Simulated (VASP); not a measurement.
Band structure of Al (fcc). Computed with LDA (Ceperley-Alder, Perdew-Zunger), VASP's LDA PAW potentials (set 64) (plane waves; VASP).

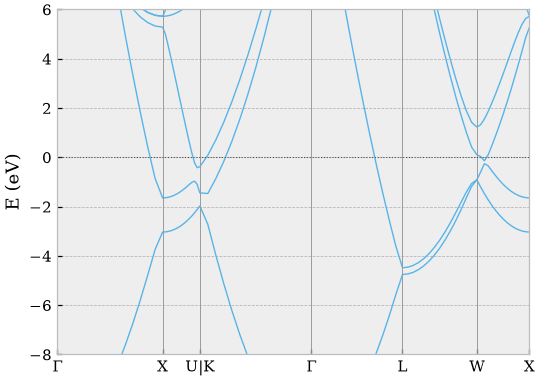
Figure. Bands along high-symmetry lines, zero at the valence-band maximum or, without a gap, the Fermi level

Read the plot: is there a gap, and where are the band edges?

It has no gap at this level: it comes out as a metal or semimetal. (Edges off the drawn lines would not show.)

The compound is Al in the fcc structure. It was relaxed first, which changed the volume by -5 %.
